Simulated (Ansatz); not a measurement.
**C₃F₈O: how energies converge with the basis set**

Aim: see how fast density functionals converge with the basis set for C₃F₈O.

Computed with Ansatz 0.2.0, Gaussian basis. Level: one geometry, several basis sets.

The runs, in order: PBE0-D4/def2-SVP; ωB97M-V/def2-SVP; PBE0-D4/def2-QZVPP; ωB97M-V/def2-QZVPP; the functionals' def2-TZVPP values are taken from earlier runs.

## (1) Structure used throughout

An earlier PBE0-D4 in a triple-zeta def2 set relaxation fixed the geometry.

SMILES `FC(F)(F)OC(F)(F)C(F)(F)F`, 12 atoms, charge 0, spin multiplicity 1.

Atoms are counted from 1 here; the program's logs count them from 0.

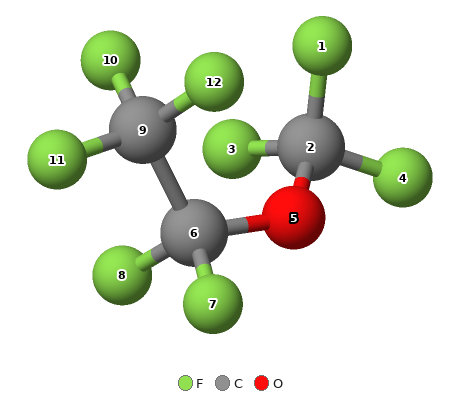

The structure; fluorine green, carbon grey, oxygen red; atoms are numbered from 1 in the order of the file.

## (2) PBE0-D4 in def2-SVP

Input file in.yaml:

```yaml
crystal:
  periodic: [false, false, false]
  atoms:
    - {symbol: F, position_ang: [-0.603217, -0.643449, 1.914936]}
    - {symbol: C, position_ang: [-0.818022, 0.549587, 1.377225]}
    - {symbol: F, position_ang: [-1.957286, 0.505727, 0.705670]}
    - {symbol: F, position_ang: [-0.919059, 1.435378, 2.346765]}
    - {symbol: O, position_ang: [0.240483, 0.946262, 0.603705]}
    - {symbol: C, position_ang: [0.449710, 0.520110, -0.687813]}
    - {symbol: F, position_ang: [1.588102, 1.095976, -1.054090]}
    - {symbol: F, position_ang: [-0.520786, 0.935729, -1.501779]}
    - {symbol: C, position_ang: [0.615431, -1.017150, -0.871359]}
    - {symbol: F, position_ang: [-0.536071, -1.642029, -0.667135]}
    - {symbol: F, position_ang: [1.017430, -1.261449, -2.109640]}
    - {symbol: F, position_ang: [1.520383, -1.479695, -0.022585]}
basis:
  gaussian: {orbitals: def2-SVP}
hamiltonian: {xc: pbe0, dispersion: d4}
output: {orbitals: {seedname: orbitals}}
```

On the command line:

```sh
$ ansatz run in.yaml --threads 4 --pin off --events-out ev --progress --plain --max-ram 41984MiB --backend cpu
```

The runs that follow: ωB97M-V in def2-SVP; PBE0-D4 in def2-QZVPP; ωB97M-V in def2-QZVPP.

**Question.** What will the summary of the whole plan be? Wanted: PBE0-D4: double and triple zeta above quadruple; ωB97M-V: double and triple zeta above quadruple.

As calculated:

| quantity | value |
| --- | --- |
| PBE0-D4: double and triple zeta above quadruple | 33.45, 1.31 eV |
| ωB97M-V: double and triple zeta above quadruple | 33.94, 1.23 eV |

PBE0-D4 gains 32.14 eV from double to triple zeta, then 1.31 eV more. These are total energies; as a rule much of such shifts cancels in differences, which this series doesn't test. The LUMO of ωB97M-V is positive and keeps falling with the basis (4.53 to 3.19 eV): an unbound level that the basis holds in place.
